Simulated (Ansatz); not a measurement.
**Mg3SbAs (built on the sites of a database entry of Mg3Sb2): the cell at rest**

Aim: bring Mg3SbAs (built on the sites of a database entry of Mg3Sb2) to small forces and stress, as phonons need.

Calculated with Ansatz 0.2.0; DFT PBEsol, scalar-relativistic, plane waves, norm-conserving pseudopotentials.

The structure was built from a prototype and need not be the compound's stable phase.

## 1. Starting point

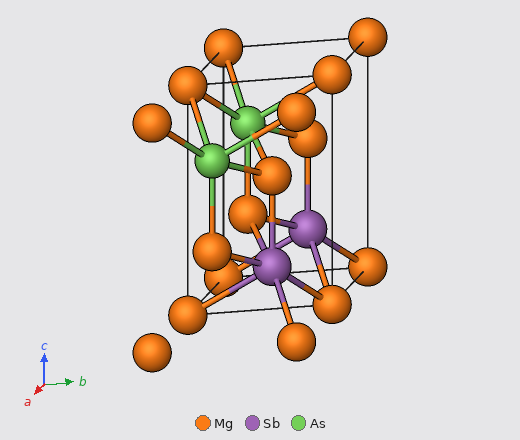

The starting structure, seen slightly off an axis (magnesium orange, antimony purple, arsenic green). 2×1×1 cells are drawn. Bonds to atoms that aren't drawn are left out. Some periodic images of atoms are drawn too.

## 2. Probe on a coarse mesh

First a cheap look: the gap decides the mesh and the occupations, the pressure tells how far the cell has to move.

The input, input.yaml:

```yaml
crystal:
  lattice:
    - [4.49083, 0.0, 0.0]
    - [-2.24541, 3.88917, 0.0]
    - [0.0, 0.0, 7.09986]
  atoms:
    - { symbol: Mg, position: [0.3333333333, 0.6666666667, 0.63] }
    - { symbol: Mg, position: [0.6666666667, 0.3333333333, 0.37] }
    - { symbol: Mg, position: [0.0, 0.0, 0.0] }
    - { symbol: Sb, position: [0.3333333333, 0.6666666667, 0.235] }
    - { symbol: As, position: [0.6666666667, 0.3333333333, 0.765] }
kpoints:
  mp_grid: { grid: [6, 6, 4] }
hamiltonian:
  xc: pbesol
  pseudopotentials: { kind: nc }
scf:
  occupations: { method: gaussian, width: 0.1 }
output:
  forces: true
  stress: true
  eigenvalues: true
```

Launch:

```console
$ ansatz run input.yaml --threads 8 --pin off --max-ram 14336MiB --backend cpu --events-out ev --progress --plain --runs-dir out
```

Numbers of over 12 decimals in the logs are rounded to 6 here.

Log:

```text
Engine: ansatz 0.2.0, aarch64-unknown-linux-gnu
Pseudopotentials: kind: nc
Pseudopotential: Mg, nc, valence charge 10, recommended cutoff 1142.878222 eV (normal), Mg.nc.azcp (PseudoDojo's, or run here from an input of PseudoDojo's: the run reads no file of this project's for it)
[...]
k-point 0: bands = [... 26 lower, 5.9322, 6.6069, 6.6069, 6.8811, 7.4784, 8.5912, 10.4093, 10.4093, ... 1 higher]
  k-point 1: bands = [... 26 lower, 6.0169, 6.0169, 6.5132, 6.5132, 8.2547, 8.9368, 10.2223, 10.2223, ... 1 higher]
  k-point 2: bands = [... 26 lower, 6.1688, 6.1688, 6.3509, 6.3509, 8.5940, 9.1123, 10.1295, 10.1295, ... 1 higher]
  k-point 23: bands = [... 26 lower, 3.1839, 3.7560, 5.9826, 6.0590, 8.7987, 9.3332, 9.5637, 9.9810, ... 1 higher]
[key lines of the parts left out:]
SCF converged after 9 iterations
Free energy (F): -10195.889971 eV
Fermi energy:    7.173701 eV
P = ⅓ Tr σ = -2.0846 GPa (-20.846 kbar)
```

Wall time 7.3 s (8 threads of Arm Neoverse N1, shared host); peak memory 1.1 GiB.

Numbers from this step:

```yaml
pressure: -2.085 GPa
volume_per_atom: 24.80 Å³
gap_on_the_k_mesh: 0.5972 eV
direct_gap_on_mesh: 0.5972 eV
```

The coarse mesh shows a gap of 0.60 eV and a pressure of -2.1 GPa.

## 3. Rough relaxation

The start is far from rest, so a relaxation with loose tolerances brings it close first.

Edit input.yaml of step 2 so:

```diff
@@ -22 +22,6 @@
   eigenvalues: true
+relax:
+  adjacent_minimum: "off"
+  f_tol: 0.05
+  max_steps: 80
+  cell: { stress_tol: 0.5 }
```

Log:

```text
[...]
Crystal: 5 atoms, lattice volume = 124.003 Å³
Basis set: ecut = 1142.878222 eV, 10875 PW (Γ), exchange–correlation on 100×100×160 points (8 copies of the dense FFT grid, shifted against one another)
Bands: 36, of which v1, the nominal top of the filled ones, is band 30 counted from 1 (29 counted from 0)
Symmetry: 6 space group operations
[...]
cell:  # Å, volume = 116.9653 Å³
    - [4.414074, -2.837412878911653e-6, 0]
    - [-2.207035, 3.822702, 0]
    - [0, 0, 6.931819]
  atoms:
    - { symbol: Mg, position: [0.333333, 0.666667, 0.651440] }
    - { symbol: Mg, position: [0.666667, 0.333333, 0.375955] }
    - { symbol: Mg, position: [0, 0, -0.00976201] }
    - { symbol: Sb, position: [0.333333, 0.666667, 0.218161] }
    - { symbol: As, position: [0.666667, 0.333333, 0.764206] }
[key lines of the parts left out:]
SCF converged after 3 iterations
Free energy (F): -10196.065181 eV
Fermi energy:    7.871055 eV
P = ⅓ Tr σ = 0.0132 GPa (0.132 kbar)
```

Wall time 41 s (8 threads); peak memory 1.2 GiB.

The steps of the relaxation:

| step | energy less that of the first step (eV) | largest force component (eV/Å) | pressure (GPa) | volume (Å³) |
| --- | --- | --- | --- | --- |
| 1 | 0.0000 | 0.8956 | -2.08 | 124.00 |
| 2 | -0.1497 | 0.3036 | 0.01 | 116.39 |
| 3 | -0.1746 | 0.0601 | -0.20 | 117.34 |
| 4 | -0.1757 | 0.0199 | 0.03 | 116.97 |
| 5* | -0.1752 | 0.0199 | 0.01 | 116.97 |

Relaxation steps marked * repeat the geometry before them on a plane-wave basis chosen anew for their cell, so energy and pressure can jump there.

Forces are held to the 6 operations that the run works with; a distortion that breaks them can't arise in this run.

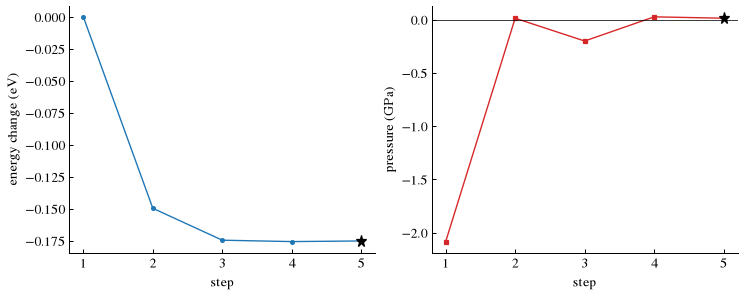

Energy and pressure along the relaxation. Stars mark steps on a basis chosen anew.

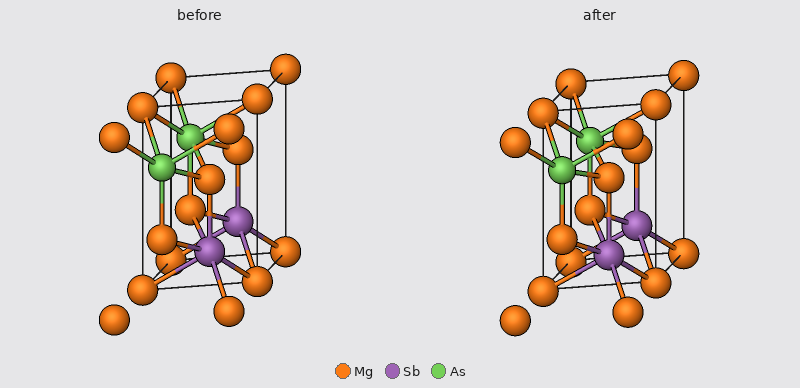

The structure before and after the relaxation, drawn at the same scale. Bonds to atoms that aren't drawn are left out.

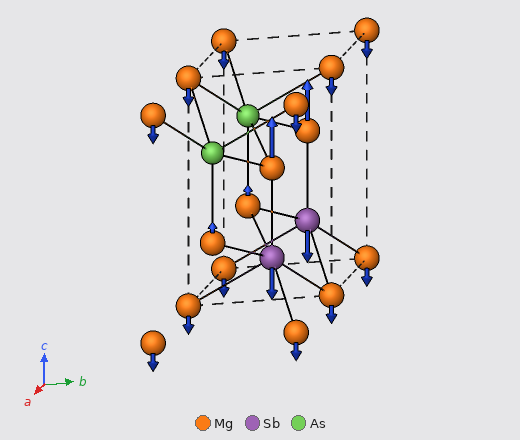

Displacements in the relaxation, exaggerated, measured against the changing cell; the longest in the cell stands for 0.15 Å. Bonds to atoms that aren't drawn are left out. 2×1×1 cells are drawn. Some periodic images of atoms are drawn too.

| conventional cell, symmetrised | before | after | change |
| --- | --- | --- | --- |
| a (Å) | 4.491 | 4.414 | -1.7 % |
| b (Å) | 4.491 | 4.414 | -1.7 % |
| c (Å) | 7.100 | 6.932 | -2.4 % |
| volume (Å³/atom) | 24.80 | 23.39 | -5.7 % |

The atoms that moved most (Å, as changes of fractional coordinates times the final cell):

| atom | dx | dy | dz | length |
| --- | --- | --- | --- | --- |
| Mg1 | 0.000 | 0.000 | 0.149 | 0.149 |
| Sb4 | 0.000 | 0.000 | -0.117 | 0.117 |
| Mg3 | 0.000 | 0.000 | -0.068 | 0.068 |
| Mg2 | 0.000 | 0.000 | 0.041 | 0.041 |
| As5 | 0.000 | 0.000 | -0.006 | 0.006 |

Final coordinates:

```cif
data_structure
_symmetry_space_group_name_H-M 'P 1'
_symmetry_Int_Tables_number 1
_cell_length_a 4.4141
_cell_length_b 4.4141
_cell_length_c 6.9318
_cell_angle_alpha 90.000
_cell_angle_beta 90.000
_cell_angle_gamma 120.000
_cell_volume 116.97
loop_
_atom_site_label
_atom_site_type_symbol
_atom_site_fract_x
_atom_site_fract_y
_atom_site_fract_z
_atom_site_occupancy
Mg1 Mg 0.33333 0.66667 0.65144 1
Mg2 Mg 0.66667 0.33333 0.37595 1
Mg3 Mg 0.00000 0.00000 0.99024 1
Sb4 Sb 0.33333 0.66667 0.21816 1
As5 As 0.66667 0.33333 0.76421 1
```

This step gave:

* pressure: 0.01320 GPa
* volume per atom: 23.39 Å³
* gap on the k-mesh: 0.4410 eV
* direct gap on mesh: 0.4410 eV

In this step the volume went from 24.80 to 23.39 Å³/atom.

## 4. Relaxation

Harmonic phonons are second derivatives at a point where the forces vanish, and they are wanted at zero stress, so atoms and cell are relaxed first.

The input, input.yaml:

```yaml
crystal:
  lattice:
    - [4.414074044, -2.8374e-06, 0.0]
    - [-2.2070345648, 3.822701675, 0.0]
    - [0.0, 0.0, 6.9318185287]
  atoms:
    - { symbol: Mg, position: [0.3333333333, 0.6666666667, 0.65143998] }
    - { symbol: Mg, position: [0.6666666667, 0.3333333333, 0.3759548428] }
    - { symbol: Mg, position: [0.0, 0.0, -0.0097620143] }
    - { symbol: Sb, position: [0.3333333333, 0.6666666667, 0.218161076] }
    - { symbol: As, position: [0.6666666667, 0.3333333333, 0.7642061155] }
kpoints:
  mp_grid: { grid: [9, 9, 4] }
hamiltonian:
  xc: pbesol
  pseudopotentials: { kind: nc }
scf:
  occupations: { method: gaussian, width: 0.02 }
output:
  forces: true
  stress: true
  eigenvalues: true
  write_density: true
  write_potential: true
  elf: true
  volumetric_format: npy
relax:
  adjacent_minimum: "off"
  f_tol: 0.005
  max_steps: 80
  cell: { stress_tol: 0.05 }
```

Log:

```text
[...]
Crystal: 5 atoms, lattice volume = 116.965 Å³
Basis set: ecut = 1142.878222 eV, 10251 PW (Γ), exchange–correlation on 100×100×160 points (8 copies of the dense FFT grid, shifted against one another)
Bands: 36, of which v1, the nominal top of the filled ones, is band 30 counted from 1 (29 counted from 0)
Symmetry: 6 space group operations
[...]
k-points: 43 of 324 (time reversal used)
[...]
SCF iter   1: F=—  HF=-10196.719939 eV  |F-HF|=—  |Δ(HF+E_count)|=         —  Δρ=4.44e-2  dr2=1.90e0  ethr=3.10e-3  ⟨swp⟩=7.7  Hψ=6700  notcnv=0
[...]
SCF iter   9: F=-10196.077464 eV  HF=-10196.077464 eV  |F-HF|=8.32e-9  |Δ(HF+E_count)|=   9.25e-8  Δρ=4.78e-6  dr2=1.44e-8  ethr=1.67e-10  ⟨swp⟩=17.0  Hψ=11350  notcnv=0
SCF 1 converged in 9 iterations: F = -10196.077464 eV  dr2 = 1.44e-8
relax step   1: F+E_penalty+E_count = -10196.07746411 eV  Δ(F+E_penalty+E_count) = +0.000e0 eV  max|allowed force component| = 2.097e-2 eV/Å  Δτ_max = 0.0000 Å  P = +0.012 GPa  Ω = 116.965 Å³  (9 SCF iters, dr2 threshold 1.00e-7 eV, accepted)
Crystal: 5 atoms, lattice volume = 116.989 Å³
Basis set: ecut = 1142.878222 eV, 10239 PW (Γ), exchange–correlation on 100×100×160 points (8 copies of the dense FFT grid, shifted against one another)
[...]
SCF iter   5: F=-10196.077520 eV  HF=-10196.077520 eV  |F-HF|=9.31e-10  |Δ(HF+E_count)|=   5.76e-9  Δρ=1.47e-6  dr2=4.36e-9  ethr=4.58e-11  ⟨swp⟩=10.2  Hψ=9931  notcnv=0
SCF 2 converged in 5 iterations: F = -10196.077520 eV  dr2 = 4.36e-9
relax step   2: F+E_penalty+E_count = -10196.07751973 eV  Δ(F+E_penalty+E_count) = -5.562e-5 eV  max|allowed force component| = 1.222e-2 eV/Å  Δτ_max = 0.0055 Å  P = -0.011 GPa  Ω = 116.989 Å³  energy of the carried Pulay correction = -3.351e-6 eV  (5 SCF iters, dr2 threshold 2.75e-8 eV, accepted)
Crystal: 5 atoms, lattice volume = 116.993 Å³
[...]
SCF iter   5: F=-10196.077543 eV  HF=-10196.077543 eV  |F-HF|=1.71e-10  |Δ(HF+E_count)|=  8.77e-10  Δρ=8.50e-7  dr2=9.55e-10  ethr=1.56e-11  ⟨swp⟩=8.0  Hψ=8645  notcnv=0
SCF 3 converged in 5 iterations: F = -10196.077543 eV  dr2 = 9.55e-10
relax step   3: F+E_penalty+E_count = -10196.07754302 eV  Δ(F+E_penalty+E_count) = -2.329e-5 eV  max|allowed force component| = 2.004e-3 eV/Å  Δτ_max = 0.0021 Å  P = -0.001 GPa  Ω = 116.993 Å³  energy of the carried Pulay correction = -3.833e-6 eV  (5 SCF iters, dr2 threshold 9.33e-9 eV, accepted)
[...]
SCF iter   1: F=—  HF=-10196.077715 eV  |F-HF|=—  |Δ(HF+E_count)|=         —  Δρ=4.75e-6  dr2=2.85e-9  ethr=1.77e-7  ⟨swp⟩=4.0  Hψ=11691  notcnv=0
eigensolver tolerance schedule: the retry pair's looser diagonalisation over-reported the residual by 37351.23 of it (diagonalisation noise at an unbounded share of the residual, at the tolerance the schedule requests for it); recorded, not acted on — ethr = c·dr2/N_el stays at c = 1.0e-1
[...]
SCF iter   2: F=—  HF=-10196.077545 eV  |F-HF|=—  |Δ(HF+E_count)|=   1.71e-4  Δρ=2.49e-6  dr2=8.15e-10  ethr=4.75e-12  ⟨swp⟩=3.8  Hψ=4220  notcnv=0
[...]
SCF iter   4: F=-10196.077545 eV  HF=-10196.077545 eV  |F-HF|=9.09e-12  |Δ(HF+E_count)|=  3.09e-11  Δρ=6.04e-7  dr2=3.87e-11  ethr=1.00e-12  ⟨swp⟩=6.9  Hψ=8818  notcnv=0
SCF 4 converged in 4 iterations: F = -10196.077545 eV  dr2 = 3.87e-11
relax step   4: F+E_penalty+E_count = -10196.07754453 eV  Δ(F+E_penalty+E_count) = -1.503e-6 eV  max|allowed force component| = 2.014e-3 eV/Å  Δτ_max = 0.0000 Å  P = -0.001 GPa  Ω = 116.993 Å³  stress off target by 5.70e-3 GPa  SCF on the basis re-selected at this cell (its energy is not comparable with the rows above)  (4 SCF iters)
basis re-selected at this cell: Δ(F+E_penalty+E_count) = -1.503e-6 eV, ΔP = +0.000 GPa vs the last step (what re-selecting the basis moved, of the pressure what is left beyond the Pulay correction that the steps carried, after the strain that the cell walked since its last selection, with what the two solves' SCF thresholds leave and, on support functions, any second-order correction that the steps lacked; it is no m [...]
SCF converged after 4 iterations
Free energy (F): -10196.077545 eV
[...]
Internal energy: -10196.077545 eV  (E = F + TS)
E sigma→0 (E₀):  -10196.077545 eV
Fermi energy:    7.865144 eV
[...]
--- Forces (eV/Å), atoms counted from 1 ---
  atom   1  Mg    -0.00000000    -0.00000000     0.00197407
  atom   2  Mg     0.00000000     0.00000000     0.00022492
  atom   3  Mg     0.00000000     0.00000000     0.00048994
  atom   4  Sb     0.00000000     0.00000000    -0.00075518
  atom   5  As    -0.00000000    -0.00000000    -0.00203401
  max |Σ_I F_I| component: 1.00e-4 eV/Å
--- Stress (GPa, compression-positive) ---
        0.001403      -0.000000       0.000000
       -0.000000       0.001403      -0.000000
        0.000000      -0.000000      -0.005702
  P = ⅓ Tr σ = -0.0010 GPa (-0.010 kbar)
--- Band table (eV; the first three rows and the last of 43) ---
  k-point 0: bands = [... 26 lower, 6.3017, 7.4001, 7.4001, 7.6389, 8.0914, 9.5961, 11.0762, 11.0762, ... 2 higher]
  k-point 1: bands = [... 26 lower, 6.3536, 6.3536, 7.3406, 7.3406, 8.8281, 9.9796, 10.8607, 10.8607, ... 2 higher]
  k-point 2: bands = [... 26 lower, 6.4137, 6.4137, 7.2713, 7.2713, 9.1417, 10.0925, 10.7502, 10.7502, ... 2 higher]
  k-point 42: bands = [... 26 lower, 3.5610, 4.2209, 6.5575, 6.8212, 9.6802, 9.7660, 10.4128, 10.7525, ... 2 higher]
--- Relaxed structure (3 steps of the walk, 3 accepted, 1 SCFs on fresh bases) ---
[...]
cell:  # Å, volume = 116.9926 Å³
    - [4.412236, -2.8361835191837664e-6, 0]
    - [-2.206115, 3.821110, 0]
    - [0, 0, 6.939213]
  atoms:
    - { symbol: Mg, position: [0.333333, 0.666667, 0.651479] }
    - { symbol: Mg, position: [0.666667, 0.333333, 0.376110] }
    - { symbol: Mg, position: [0, 0, -0.00942656] }
    - { symbol: Sb, position: [0.333333, 0.666667, 0.217665] }
    - { symbol: As, position: [0.666667, 0.333333, 0.764172] }
```

Elapsed: 61 s, on 8 threads; peak memory 1.4 GiB; 7.9 min of CPU time.

The steps of the relaxation:

| step | energy less that of the first step (eV) | largest force component (eV/Å) | pressure (GPa) | volume (Å³) |
| --- | --- | --- | --- | --- |
| 1 | 0.0000 | 0.0210 | 0.01 | 116.97 |
| 2 | -0.0001 | 0.0122 | -0.01 | 116.99 |
| 3 | -0.0001 | 0.0020 | 0.00 | 116.99 |
| 4* | -0.0001 | 0.0020 | 0.00 | 116.99 |

Relaxation steps marked * repeat the geometry before them on a plane-wave basis chosen anew for their cell, so energy and pressure can jump there.

The run keeps the 6 symmetry operations that it works with, so distortions that break them were not tested.

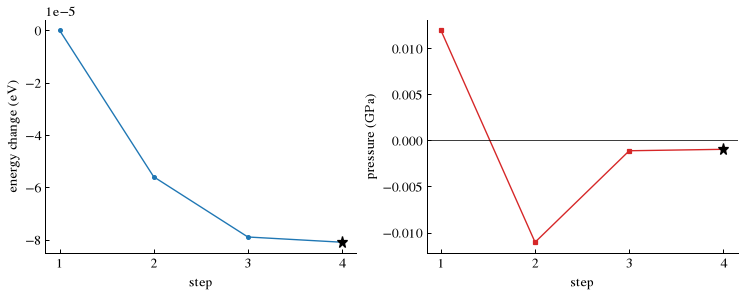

Energy and pressure along the relaxation. Stars mark steps on a basis chosen anew.

| conventional cell, symmetrised | before | after | change |
| --- | --- | --- | --- |
| a (Å) | 4.414 | 4.412 | -0.0 % |
| b (Å) | 4.414 | 4.412 | -0.0 % |
| c (Å) | 6.932 | 6.939 | +0.1 % |
| volume (Å³/atom) | 23.39 | 23.40 | +0.0 % |

This step gave:

```
pressure           : -9.65e-4 GPa
gap on the k-mesh  : 0.4524 eV
volume per atom    : 23.40 Å³
direct gap on mesh : 0.4524 eV
```

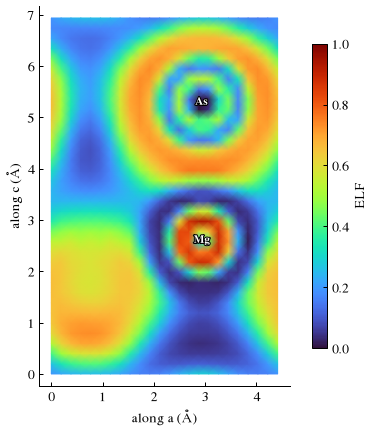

ELF in the ac plane at fractional y = 0.333, with atoms of Mg and As within 0.2 Å of it. It is the smooth field of the valence electrons, not physical close to the nuclei.

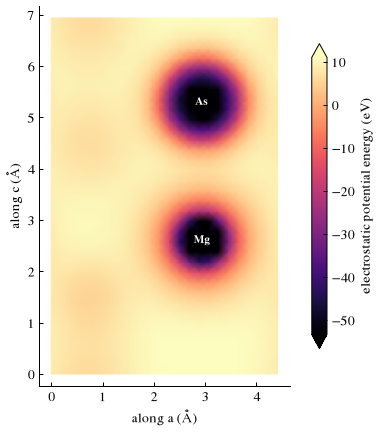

Electrostatic potential energy in the ac plane at fractional y = 0.333, with atoms of Mg and As within 0.2 Å of it. With pseudopotentials it is smooth inside the atoms' cores, unlike the true potential.

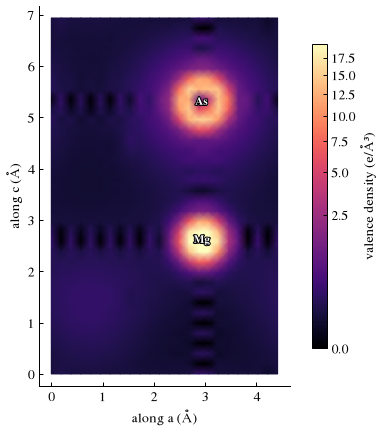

Valence density in the ac plane at fractional y = 0.333, with atoms of Mg and As within 0.2 Å of it. It is the smooth field of the valence electrons, not physical close to the nuclei. The colour scale is stretched toward low values.

In this step the volume went from 23.39 to 23.40 Å³/atom.

## 5. Relaxing to small forces for the phonons

Phonons need a cell at rest on their own settings, so the relaxation is repeated with tight tolerances on forces and stress, using the mesh and the filling of the phonon run that follows.

The input, input.yaml:

```yaml
crystal:
  lattice:
    - [4.4122358935, -2.8362e-06, 0.0]
    - [-2.2061154905, 3.8211097894, 0.0]
    - [0.0, 0.0, 6.9392129979]
  atoms:
    - { symbol: Mg, position: [0.3333333333, 0.6666666667, 0.6514793835] }
    - { symbol: Mg, position: [0.6666666667, 0.3333333333, 0.3761097792] }
    - { symbol: Mg, position: [0.0, 0.0, -0.0094265553] }
    - { symbol: Sb, position: [0.3333333333, 0.6666666667, 0.2176649404] }
    - { symbol: As, position: [0.6666666667, 0.3333333333, 0.7641724522] }
kpoints:
  mp_grid: { grid: [9, 9, 4] }
hamiltonian:
  xc: pbesol
  pseudopotentials: { kind: nc }
scf:
  occupations: { method: fixed }
output:
  forces: true
  stress: true
  eigenvalues: true
relax:
  adjacent_minimum: "off"
  f_tol: 0.001
  max_steps: 60
  cell: { stress_tol: 0.01 }
```

Log:

```text
[...]
Crystal: 5 atoms, lattice volume = 116.993 Å³
Basis set: ecut = 1142.878222 eV, 10239 PW (Γ), exchange–correlation on 100×100×160 points (8 copies of the dense FFT grid, shifted against one another)
Bands: 36, of which v1, the nominal top of the filled ones, is band 30 counted from 1 (29 counted from 0)
Symmetry: 6 space group operations
[...]
cell:  # Å, volume = 116.9925 Å³
    - [4.412434, -2.8363437083721037e-6, 0]
    - [-2.206214, 3.821281, 0]
    - [0, 0, 6.938584]
  atoms:
    - { symbol: Mg, position: [0.333333, 0.666667, 0.651572] }
    - { symbol: Mg, position: [0.666667, 0.333333, 0.376083] }
    - { symbol: Mg, position: [0, 0, -0.0093893] }
    - { symbol: Sb, position: [0.333333, 0.666667, 0.217629] }
    - { symbol: As, position: [0.666667, 0.333333, 0.764106] }
[key lines of the parts left out:]
SCF converged after 8 iterations
Free energy (F): -10196.077546 eV
Fermi energy:    7.639868 eV
P = ⅓ Tr σ = 0.0004 GPa (0.004 kbar)
```

Elapsed: 74 s, on 8 threads; peak memory 1.4 GiB; 9.7 min of CPU time.

Little changed from the start: no atom moved by 0.005 Å and no cell edge by 0.1 %.

Numbers from this step:

```yaml
pressure: 3.64e-4 GPa
gap_on_the_k_mesh: 0.4512 eV
direct_gap_on_mesh: 0.4512 eV
```

The largest force component left is 0.078 meV/Å and the pressure is 0.000 GPa, within the tolerances set. The cell now holds 23.40 Å³/atom.

## 6. Results

| Item | Value |
| --- | --- |
| space group after relaxation (within 0.01 Å) | P3m1 |
| lattice constant a | 4.412 Å |
| lattice constant b | 4.412 Å |
| lattice constant c | 6.939 Å |
| volume per atom | 23.4 Å³ |
| gap on the k-mesh | 0.451 eV |

**Reading.** The largest force component left is 0.078 meV/Å and the pressure is 0.000 GPa, within the tolerances set. The cell now holds 23.40 Å³/atom. The relaxation keeps the symmetry of its start, so it says nothing on stability against lower symmetry. Spin-orbit coupling is left out, which can matter for the heavy elements here. The starting cell was built on a prototype and not taken from a measurement, so the phase need not exist.

[Logs are printed without paths, hosts, clocks, repeated set-up lines and the standing remarks that a program may print on its own settings, such as how far it seeks lower states.]

[Hosts, paths, dates, database ids (printed as entryN), source tags and the programs' standing remarks are cut or masked in the printed files.]
